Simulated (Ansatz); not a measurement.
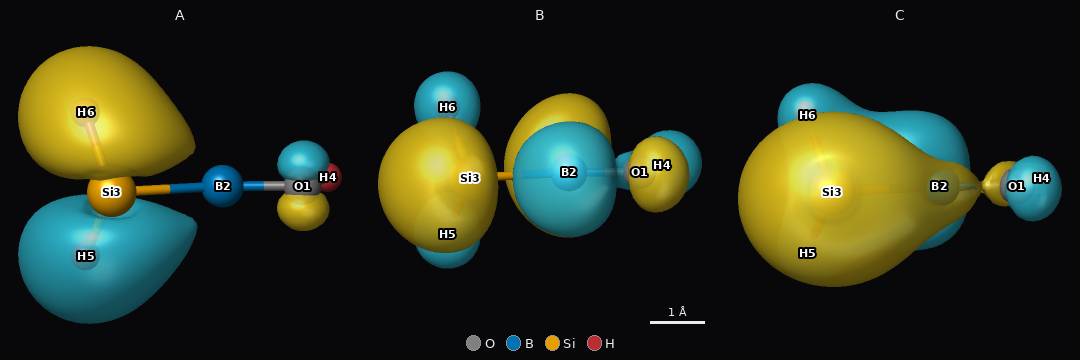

Figure. BH3OSi (SMILES OB=[SiH2]). Three frontier orbitals at ±0.1 Å⁻³ᐟ² (yellow and cyan are the two phases), in no order.

Theory: RKS PBE/cc-pVDZ (Ansatz 0.2.0).

Input

```
crystal:
  periodic: [false, false, false]
  atoms:
    - { symbol: O, position_ang: [0.40204, -1.92297, 0.14831] }
    - { symbol: B, position_ang: [0.43317, -0.61833, 0.23312] }
    - { symbol: Si, position_ang: [1.14563, 0.99184, 0.74567] }
    - { symbol: H, position_ang: [-0.31113, -2.41273, -0.27588] }
    - { symbol: H, position_ang: [0.56151, 1.77491, 1.83271] }
    - { symbol: H, position_ang: [1.73478, 1.93152, -0.20548] }
basis:
  gaussian: { orbitals: cc-pVDZ }
hamiltonian:
  xc: pbe
relax:
  f_tol: 0.015
  max_steps: 40
output:
  orbitals: {}
```

Command:

```sh
ansatz run input.yaml --threads 1 --pin off --max-ram 2048MiB --backend cpu --events-out ev --progress --plain --runs-dir out
```

The fields are those of the run's last geometry, not of the input's.

Which picture is the HOMO−1, the HOMO and the LUMO?

A is the HOMO−1 (−7.68 eV). By Hirshfeld shares it lies mainly on Si3 (about 40 %), H5 (about 25 %) and H6 (about 25 %). C is the HOMO (−4.97 eV). It lies mainly on Si3 (about 65 %) and B2 (about 25 %). B is the LUMO (−1.95 eV). Its weight (Hirshfeld) is mainly on B2 (about 45 %), Si3 (about 30 %) and O1 (about 10 %).

What is the HOMO–LUMO gap?

3.02 eV between the orbital energies.
